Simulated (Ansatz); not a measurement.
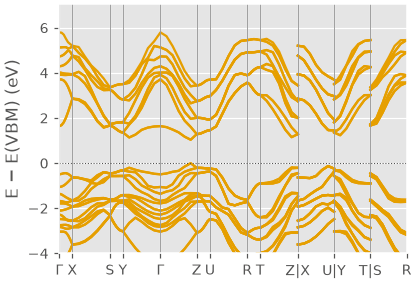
Fig. 1. Band structure from r²SCAN+D4 with spin–orbit coupling (plane waves, PAW; program Ansatz)

Problem. Read off the gap and where the band edges lie.

Solution. About 1.0 eV (1.03 eV by a search for the band edges); maximum on the Γ–Z line, 81 % of the way from Γ, minimum on the Γ–Z line, 81 % of the way from Γ.

The material is PbS in space group Pnma (No. 62; Pb on 4c, S on 4c).

The first step of the workflow began from a Materials Project structure, measured or hypothetical; the Crystallography Open Database copy checked does not list it. It is not the phase usual at ambient conditions (space group No. 225). Symmetry was held in the r²SCAN+D4 relaxation; of distortions, only those at the zone centre were tested.

Potentials: the earlier of the program's two PAW sets.
